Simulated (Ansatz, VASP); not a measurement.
# Cu16H (Cu(100)) in two plane-wave programs, part 2 of 2

One calculation is typed for both programs; each brings its own data sets and cutoff. How far apart do they land?  The structure shown is the end of the VASP relaxation below.

VASP 6.6.1 and Ansatz 0.2.0.

So far: The structure; VASP: relaxation, RPBE.

## Step 3: Ansatz: single point, RPBE

Level of this step: Ansatz beside VASP: Kohn-Sham DFT, plane waves, RPBE (Ansatz).

Ansatz runs on its default PAW (the set named soft_2) files.

The same cell, functional, mesh and smearing now go to Ansatz, which takes its cutoff from its data sets.

File input.yaml:

```yaml
crystal:
  lattice:
    - [5.19263749, 0.0, 0.0]
    - [0.0, 5.19263749, 0.0]
    - [0.0, 0.0, 20.50762377]
  atoms:
    - { symbol: Cu, position: [0.25, 0.25, 0.36571765] }
    - { symbol: Cu, position: [0.75, 0.25, 0.36571765] }
    - { symbol: Cu, position: [0.25, 0.75, 0.36571765] }
    - { symbol: Cu, position: [0.75, 0.75, 0.36571765] }
    - { symbol: Cu, position: [0.0, 0.0, 0.45523922] }
    - { symbol: Cu, position: [0.5, 0.0, 0.45523922] }
    - { symbol: Cu, position: [0.0, 0.5, 0.45523922] }
    - { symbol: Cu, position: [0.5, 0.5, 0.45523922] }
    - { symbol: Cu, position: [0.24966949, 0.24966949, 0.54546211] }
    - { symbol: Cu, position: [0.75033051, 0.24966949, 0.54546211] }
    - { symbol: Cu, position: [0.24966949, 0.75033051, 0.54546211] }
    - { symbol: Cu, position: [0.75033051, 0.75033051, 0.54546211] }
    - { symbol: Cu, position: [0.0, 0.0, 0.63471469] }
    - { symbol: Cu, position: [0.5, 0.0, 0.63443056] }
    - { symbol: Cu, position: [0.0, 0.5, 0.63443056] }
    - { symbol: Cu, position: [0.5, 0.5, 0.63132174] }
    - { symbol: H, position: [0.0, 0.0, 0.70912135] }
hamiltonian:
  xc: rpbe
  pseudopotentials: { kind: paw }
kpoints:
  mp_grid: { grid: [5, 5, 1] }
scf:
  occupations: { method: methfessel_paxton, width: 0.15 }
  n_extra_bands: 8
efield:
  axis: 3
  dipole_correction: true
  ramp_width: 0.04
output:
  forces: true
  eigenvalues: true
  write_density: true
  write_potential: true
  elf: true
  volumetric_format: npy
```

Launch:

```console
$ ansatz run input.yaml --threads 8 --pin off --max-ram 18432MiB --backend cpu --events-out ev --progress --plain --runs-dir out
```

Numbers of over 12 decimals in the logs are rounded to 6 here.

The log of the run:

```text
scf.n_extra_bands = 8 over 153 filled bands (N_el = 305.0): the run solves 161 bands
Engine: ansatz 0.2.0, aarch64-unknown-linux-gnu
Pseudopotentials: kind: paw
Pseudopotential: Cu, paw, valence charge 19, recommended cutoff 420 eV (normal), Cu.paw.azcp
Pseudopotential: H, paw, valence charge 1, recommended cutoff 420 eV (normal), H.paw.azcp
Functional definition: RPBE
  parameter kappa = 0.804
  parameter beta = 0.066725
  exchange = rpbe_x(kappa = kappa, mu = beta*pi^2/3)
  correlation = pbe_c(beta = beta)
Crystal: 17 atoms, lattice volume = 552.957 Å³
Basis set: ecut = 420 eV, 10861 PW (Γ), exchange–correlation on 72×72×288 points (8 copies of the dense FFT grid, shifted against one another)
Bands: 161, of which v1, the nominal top of the filled ones, is band 153 counted from 1 (152 counted from 0)
Symmetry: 8 space group operations
Space group: P4mm (ITA 99), of the structure as read, at distance tolerance 8.2e-5 Å
k-points: 6 of 25
Non-local potential: Cu, projectors of the file, l = 0: 3, l = 1: 2, l = 2: 3, l = 3: 1
Non-local potential: H, projectors of the file, l = 0: 2, l = 1: 1
PAW form: soft (Blöchl's): semilocal exchange-correlation on the pseudo side does not see the compensation charge
PAW frozen core: Cu, regenerated for the run's functional, and the local potential with it (the file was generated under x = pbe(κ = 0.804, μ = 0.219515), c = pbe(β = 0.066725))
PAW one-centre angular grid: Cu, 590 points (default); XC on 64 Gauss nodes
PAW one-centre angular grid: H, 110 points (default); XC on 64 Gauss nodes
Initial density: superposition of atomic densities (neutral atoms: chi_scale 0, normalization atom), corrected by the library's trained network
Initial wavefunctions: pseudopotential atomic-orbital guess
Functional: x = rpbe, c = pbe(β = 0.066725)
SCF iter   1: F=—  HF=-106097.065386 eV  |F-HF|=—  |Δ(HF+E_count)|=         —  Δρ=6.75e-3  dr2=1.54e-1  ethr=1.77e-3  p=-0.095 e·Å  D=-3.10e-2 V/Å  ΔV_dip=0.64 eV  dr2_dipole=1.76e-3  V_vac-E_F(+/−)=4.96/4.33 eV  ⟨swp⟩=6.3  Hψ=3895  notcnv=0
efield: sawtooth ramp at fractional position 0.0174 (placed from the atoms, in the widest stretch of the axis that holds none; the zero of the levels goes with the place), width 0.0400; the density the first Hamiltonian is built on has a dipole p = -0.095 e·Å; the dipole correction subtracts the counter field D = -3.10e-2 V/Å, which shifts the + side's vacuum level by +0.64 eV against the − side's; the planar-averaged density in the ramp window peaks in size at 6.6e-5 e/Å³
preconditioner: auto → LDOS  [insulator: Δε(μ)=0.116 eV  Ē_g=4.412 eV  σ=0.150 eV  W_gap=0.50  n_scr=132 (ndim 8)  ℏωp=21.0 eV  f_vac=0.582  D(μ)=5.33/eV (n_scr^D=20)  ε∞_Penn≈23.7  β→1.0]
SCF iter   2: F=—  HF=-106097.335365 eV  |F-HF|=—  |Δ(HF+E_count)|=   2.70e-1  S|Δr|=    0.00e0  Δρ=2.03e-2  dr2=1.31e0  ethr=5.05e-5  p=-0.090 e·Å  D=-2.95e-2 V/Å  ΔV_dip=0.60 eV  dr2_dipole=4.52e-3  V_vac-E_F(+/−)=4.78/4.17 eV  ⟨swp⟩=3.0  Hψ=2262  notcnv=0  defer=9
SCF iter   3: F=—  HF=-106097.057820 eV  |F-HF|=—  |Δ(HF+E_count)|=   2.78e-1  S|Δr|=    0.00e0  Δρ=2.42e-3  dr2=1.87e-2  ethr=5.05e-5  p=-0.089 e·Å  D=-2.90e-2 V/Å  ΔV_dip=0.60 eV  dr2_dipole=1.02e-4  V_vac-E_F(+/−)=4.89/4.29 eV  ⟨swp⟩=2.5  Hψ=1923  notcnv=0  defer=9
SCF iter   4: F=—  HF=-106097.054546 eV  |F-HF|=—  |Δ(HF+E_count)|=   3.27e-3  S|Δr|=    0.00e0  Δρ=1.39e-3  dr2=6.68e-3  ethr=6.12e-6  p=-0.091 e·Å  D=-2.97e-2 V/Å  ΔV_dip=0.61 eV  dr2_dipole=7.14e-5  V_vac-E_F(+/−)=4.88/4.27 eV  ⟨swp⟩=2.0  Hψ=2048  notcnv=0
SCF iter   5: F=—  HF=-106097.053332 eV  |F-HF|=—  |Δ(HF+E_count)|=   1.21e-3  S|Δr|=    0.00e0  Δρ=1.39e-4  dr2=1.97e-4  ethr=2.19e-6  p=-0.090 e·Å  D=-2.96e-2 V/Å  ΔV_dip=0.61 eV  dr2_dipole=3.41e-5  V_vac-E_F(+/−)=4.88/4.27 eV  ⟨swp⟩=2.0  Hψ=1475  notcnv=0
SCF iter   6: F=—  HF=-106097.053397 eV  |F-HF|=—  |Δ(HF+E_count)|=   6.56e-5  S|Δr|=    0.00e0  Δρ=1.77e-4  dr2=1.26e-4  ethr=6.45e-8  p=-0.091 e·Å  D=-2.97e-2 V/Å  ΔV_dip=0.61 eV  dr2_dipole=5.03e-6  V_vac-E_F(+/−)=4.88/4.27 eV  ⟨swp⟩=3.0  Hψ=1844  notcnv=0
SCF iter   7: F=—  HF=-106097.053377 eV  |F-HF|=—  |Δ(HF+E_count)|=   2.06e-5  S|Δr|=    0.00e0  Δρ=6.16e-5  dr2=1.86e-5  ethr=4.14e-8  p=-0.091 e·Å  D=-2.97e-2 V/Å  ΔV_dip=0.61 eV  dr2_dipole=2.29e-6  V_vac-E_F(+/−)=4.88/4.27 eV  ⟨swp⟩=2.0  Hψ=1505  notcnv=0
SCF iter   8: F=—  HF=-106097.053534 eV  |F-HF|=—  |Δ(HF+E_count)|=   1.57e-4  S|Δr|=    0.00e0  Δρ=2.36e-5  dr2=2.98e-6  ethr=6.11e-9  p=-0.091 e·Å  D=-2.97e-2 V/Å  ΔV_dip=0.61 eV  dr2_dipole=2.71e-7  V_vac-E_F(+/−)=4.88/4.27 eV  ⟨swp⟩=2.0  Hψ=1839  notcnv=0
SCF iter   9: F=—  HF=-106097.053536 eV  |F-HF|=—  |Δ(HF+E_count)|=   2.04e-6  S|Δr|=    0.00e0  Δρ=1.81e-5  dr2=1.52e-6  ethr=9.76e-10  p=-0.091 e·Å  D=-2.98e-2 V/Å  ΔV_dip=0.61 eV  dr2_dipole=1.62e-7  V_vac-E_F(+/−)=4.88/4.27 eV  ⟨swp⟩=2.2  Hψ=1494  notcnv=0
SCF iter  10: F=—  HF=-106097.053537 eV  |F-HF|=—  |Δ(HF+E_count)|=   4.76e-7  S|Δr|=    0.00e0  Δρ=6.15e-6  dr2=1.98e-7  ethr=5.00e-10  p=-0.091 e·Å  D=-2.98e-2 V/Å  ΔV_dip=0.61 eV  dr2_dipole=3.22e-8  V_vac-E_F(+/−)=4.88/4.26 eV  ⟨swp⟩=2.0  Hψ=1468  notcnv=0
SCF iter  11: F=-106097.053537 eV  HF=-106097.053537 eV  |F-HF|=2.10e-7  |Δ(HF+E_count)|=   5.35e-7  S|Δr|=    0.00e0  Δρ=3.60e-6  dr2=5.24e-8  ethr=3.28e-11  p=-0.091 e·Å  D=-2.98e-2 V/Å  ΔV_dip=0.61 eV  dr2_dipole=6.27e-9  V_vac-E_F(+/−)=4.88/4.26 eV  ⟨swp⟩=14.5  Hψ=8766  notcnv=0
SCF 1 converged in 11 iterations: F = -106097.053537 eV  dr2 = 5.24e-8
  greatest PAW one-centre occupation: 1.000 electrons in one spin orbital (limit 2), on the Cu atom at site 14 (counted from 0), in its partial waves of l = 0
WARN: The input density's exchange-correlation potential varies sharply where the density is thin. Do not read a vacuum level from v_tot or v_xc, or from such a field of the output density. On a cell that repeats whose density bears no net charge and no dipole along the vacuum's axis use v_es (v_loc + v_h of the components); under efield.dipole_correction with no amplitude use v_es + v_field, which holds any external [...]
SCF converged after 11 iterations
Stability not checked: this state was not tested for a lower state beside it, because cold or Methfessel-Paxton smearing, or corrected tetrahedra, fill the levels in a way that the test cannot read (fill_not_monotonic; see scf.lower_state_search)
Free energy (F): -106097.053537 eV
Harris-Foulkes:  -106097.053537 eV  (|F-HF|=2.10e-7)
Internal energy: -106097.050414 eV  (E = F + TS)
E sigma→0 (E₀):  -106097.052757 eV
Entropy (-TS):   -0.003124 eV (-0.184 meV/atom)
Fermi energy:    2.853008 eV
Dipole field:    D = -0.029870 V/Å  (p = -0.091279 e·Å, saw-weighted, corrected)
Work function:   Φ+ = 4.8767 eV   Φ− = 4.2641 eV
Levels:          The Fermi level and band energies are counted from a zero that moves with the ramp; work functions are not
--- Per-component energies (eV) ---
  E_band       = -9899.951819
  E_kinetic    = 4795.268325
  E_local      = -515919.314553  (includes V_loc(G=0)·N_el)
  E_nonlocal   = 6274.494822
  E_hartree    = 252043.868915
  E_xc         = -1425.076006
  E_vxc        = -1833.979046  (∫ρ·V_xc dr)
  E_paw        = -26731.830403  (= ΣΔE_a)
  E_vpaw       = -7297.334120  (= ΣTr[D̂ρ^β])
  E_aug_tail   = 0.003653  (compensation charges beyond the density's cutoff)
  E_efield     = 0.001363  (sawtooth field / dipole correction)
  E_vefield    = -6.853760  (∫n·V_field dr)
  E_ewald      = 174866.209649
  E_core_change = -0.676178  (= ΣΔE_core)
  E_smearing   = -0.003124  (= −TS)
  E_closure    = -0.000000  (closes the sum)
  Σ components = -106097.053537   (vs F -106097.053537, Δ=0.00e0)
--- Forces (eV/Å), atoms counted from 1 ---
  atom   1  Cu     0.02924528     0.02924528     0.20166238
  atom   2  Cu    -0.02924528     0.02924528     0.20166238
  atom   3  Cu     0.02924528    -0.02924528     0.20166238
  atom   4  Cu    -0.02924528    -0.02924528     0.20166238
  atom   5  Cu     0.00000000     0.00000000    -0.15813024
  atom   6  Cu    -0.00000000     0.00000000    -0.17441427
  atom   7  Cu    -0.00000000     0.00000000    -0.17441427
  atom   8  Cu     0.00000000     0.00000000    -0.26210246
  atom   9  Cu    -0.00429350    -0.00429350     0.01357330
  atom  10  Cu     0.00429350    -0.00429350     0.01357330
  atom  11  Cu    -0.00429350     0.00429350     0.01357330
  atom  12  Cu     0.00429350     0.00429350     0.01357330
  atom  13  Cu     0.00000000     0.00000000     0.04629477
  atom  14  Cu    -0.00000000     0.00000000    -0.02692580
  atom  15  Cu    -0.00000000     0.00000000    -0.02692580
  atom  16  Cu    -0.00000000     0.00000000    -0.03653545
  atom  17  H      0.00000000     0.00000000    -0.04781181
  max |Σ_I F_I| component: 2.26e-5 eV/Å
--- Band table (eV; the first three rows and the last of 6) ---
  k-point 0: bands = [... 149 lower, 2.5204, 2.5251, 2.5251, 2.8124, 2.8166, 2.8166, 2.8173, 3.3141, ... 4 higher]
  k-point 1: bands = [... 149 lower, 2.0509, 2.7417, 2.7645, 2.9452, 3.1959, 3.2014, 3.7303, 4.4528, ... 4 higher]
  k-point 2: bands = [... 149 lower, 1.9751, 2.8419, 3.2142, 3.2253, 3.8742, 3.8908, 4.0959, 4.1550, ... 4 higher]
  k-point 5: bands = [... 149 lower, 1.5794, 1.7282, 2.0324, 2.3676, 2.7438, 3.1763, 3.6925, 4.2886, ... 4 higher]
```

The job ended after 26 s (8 threads of Arm Neoverse N1, shared host; peak memory 2.6 GiB; 3.2 min of CPU time).

## Step 4: Side by side

Known differences besides the PAW data sets themselves: the data sets hold 305 valence electrons in Ansatz (default PAW (the set named soft_2) files) and 177 in VASP; the cutoff is 420 eV in Ansatz and 330 eV in VASP (PREC = Normal, projectors in real space); Ansatz makes its cores anew for this functional, VASP keeps those of its PBE data sets. Total energies have different zeros and are not compared.

Forces on 10 of the 17 atoms, picked by the larger force of the two programs (eV/Å; atoms numbered as in POSCAR):

```csv
atom,"Ansatz x, y, z","VASP x, y, z"
Cu1,"0.029, 0.029, 0.202","0.030, 0.030, 0.184"
Cu2,"-0.029, 0.029, 0.202","-0.030, 0.030, 0.184"
Cu3,"0.029, -0.029, 0.202","0.030, -0.030, 0.184"
Cu4,"-0.029, -0.029, 0.202","-0.030, -0.030, 0.184"
Cu5,"0.000, 0.000, -0.158","0.000, 0.000, -0.158"
Cu6,"0.000, 0.000, -0.174","0.000, 0.000, -0.177"
Cu7,"0.000, 0.000, -0.174","0.000, 0.000, -0.177"
Cu8,"0.000, 0.000, -0.262","0.000, 0.000, -0.258"
Cu13,"0.000, 0.000, 0.046","0.000, 0.000, 0.025"
H17,"0.000, 0.000, -0.048","0.000, 0.000, 0.002"
```

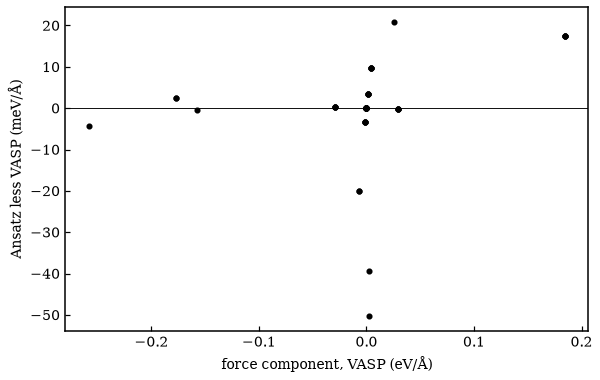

Difference of the force components against their size.

The forces differ by 12 meV/Å r.m.s., which is 15.3 % of the r.m.s. force of 0.08 eV/Å (both taken over all components, held atoms included).

## Step 5: What came out

```
r.m.s. force difference (single point, RPBE) : 12 meV/Å
```

In words: The r.m.s. force difference is 12 meV/Å (single point, RPBE), at about the 12 meV/Å picked in this series as the mark of a large difference. How closely two codes agree says nothing of how well the functional describes the real material.

[Lines on the potential files, build, host, timing and source positions are cut from VASP's logs without a mark.]

[Logs are printed without paths, hosts, clocks, repeated set-up lines and the standing remarks that a program may print on its own settings, such as how far it seeks lower states.]

[Hosts, paths, dates, database ids (printed as entryN), source tags and the programs' standing remarks are cut or masked in the printed files.]
